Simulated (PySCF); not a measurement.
## Single-point calculation of LaP$_{2}$H$_{6}$ (charge +3)

System: LaP$_{2}$H$_{6}$, charge +3.
Method: RKS TPSS, La lcecp-1-SVP with ECP46, P def2-SVP, H def2-SVP; non-relativistic Hamiltonian with a scalar-relativistic core potential; density fitting (PySCF 2.14.0).

It belongs to a series of runs on one base structure; here: finer grid at the relaxed geometry.

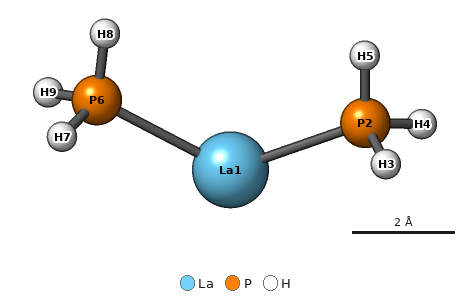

*The structure (ball-and-stick view, seen at a tilt; atoms are numbered from 1 in the order of the input). Sticks mark near contacts.*

Bond lengths as drawn: H–P 1.42 Å and La–P 3.11 Å.

Results in brief

```json
{"quantity": "outcome", "value": "converged"}
{"quantity": "total energy", "value": "−716.579743 hartree"}
{"quantity": "HOMO", "value": "−20.85 eV"}
{"quantity": "LUMO", "value": "−17.71 eV"}
{"quantity": "largest force (length of the vector)", "value": "0.014 eV/Å"}
{"quantity": "hardware", "value": "2 threads of Arm Neoverse V1, 24 GiB of memory available, shared host"}
{"quantity": "wall time", "value": "44 s (CPU time 88 s)"}
{"quantity": "peak memory", "value": "1.7 GiB"}
```

Input
```python
mol = gto.M(atom='''
La     0.11630     1.42161     0.00000
P     -0.00815    -0.19416     2.65986
H      1.26918    -0.49303     3.20678
H     -0.68931     0.49390     3.70025
H     -0.66445    -1.45126     2.57206
P     -0.00815    -0.19416    -2.65986
H      1.26918    -0.49303    -3.20678
H     -0.66445    -1.45126    -2.57206
H     -0.68931     0.49390    -3.70025''',
    basis={'La': 'lcecp-1-SVP', 'P': 'def2-SVP', 'H': 'def2-SVP'},
    ecp={'La': 'lcecp-1-SVP'},
    charge=3, spin=0)
mf = dft.RKS(mol, xc='TPSS')
mf.grids.atom_grid = (75, 302)  # f atoms: at least (60, 302), unpruned
mf = mf.density_fit()  # La AutoAux, P def2-universal-JKFIT, H def2-universal-JKFIT
mf.conv_tol = 1e-09; mf.max_cycle = 55
mf.kernel(dm0)
```

The script is an equivalent of the set-up of the self-consistent field. The run itself was carried out by a driver, which started from the orbitals of the step before it where there was one and computed the further properties.

Launched with:
```bash
OMP_NUM_THREADS=2 python <driver script>
```

Log
```
init E= -716.579743441187
  HOMO = -0.766342214993313  LUMO = -0.650832447647651  gap/eV = 3.14318
cycle= 1 E= -716.579743496209  delta_E= -5.5e-08  |g|= 7.95e-05  |ddm|= 0.000515
  HOMO = -0.766338960542015  LUMO = -0.650849508912584  gap/eV = 3.14263
cycle= 2 E= -716.579743493583  delta_E= 2.63e-09  |g|= 9.98e-05  |ddm|= 0.000339
  HOMO = -0.766341703903092  LUMO = -0.65083513590672  gap/eV = 3.14309
cycle= 3 E= -716.579743498356  delta_E= -4.77e-09  |g|= 1.66e-05  |ddm|= 0.00024
  HOMO = -0.766341139159178  LUMO = -0.650837421726942  gap/eV = 3.14302
cycle= 4 E= -716.579743498516  delta_E= -1.6e-10  |g|= 2.54e-06  |ddm|= 3.73e-05
  HOMO = -0.766341068856338  LUMO = -0.650837638735018  gap/eV = 3.14301
Extra cycle  E= -716.579743498518  delta_E= -2.05e-12  |g|= 2.58e-06  |ddm|= 7.55e-06
converged SCF energy = -716.579743498518
```

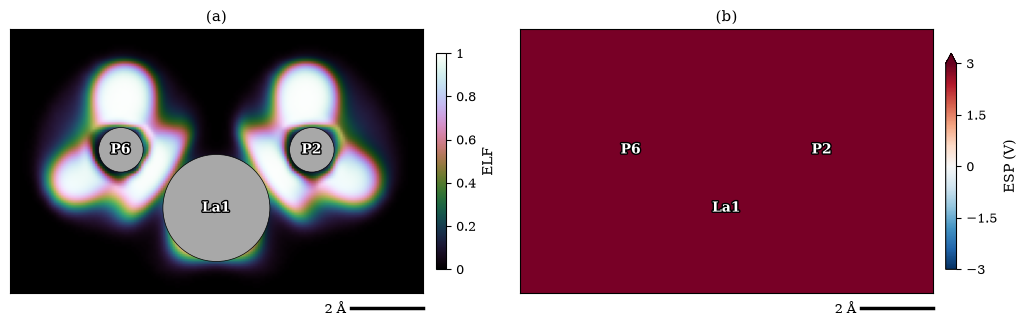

*(a) ELF; (b) molecular electrostatic potential on the plane of atoms P2, La1 and P6. Grey discs, where drawn, cover atomic cores.*

The section cuts through La and P sites. La–P (3.11 Å): the ELF peaks at about 1 in the valence shell of P, 1.1 Å from its nucleus, and is about 0.60 at the midpoint. The potential has no marked negative region in this plane.

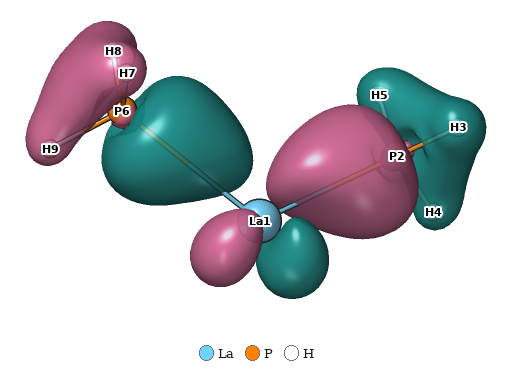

*The HOMO at ±0.1 Å⁻³ᐟ² (teal and pink are the two phases), seen at a tilt.*

It lies mainly on P2 (30 %), P6 (30 %) and La1 (25 %). Its energy is −20.85 eV.

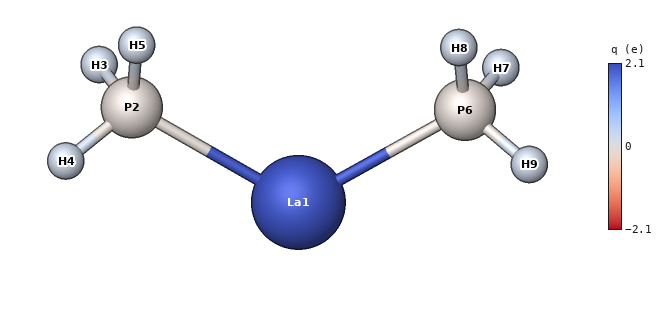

*Mulliken charges, as the colour of each atom (ball-and-stick view, seen at an oblique angle; atoms are numbered from 1 in the order of the input; Mulliken charges depend strongly on the basis).*

By element: La +1.98, P −0.08 and H +0.19 to +0.20 e.
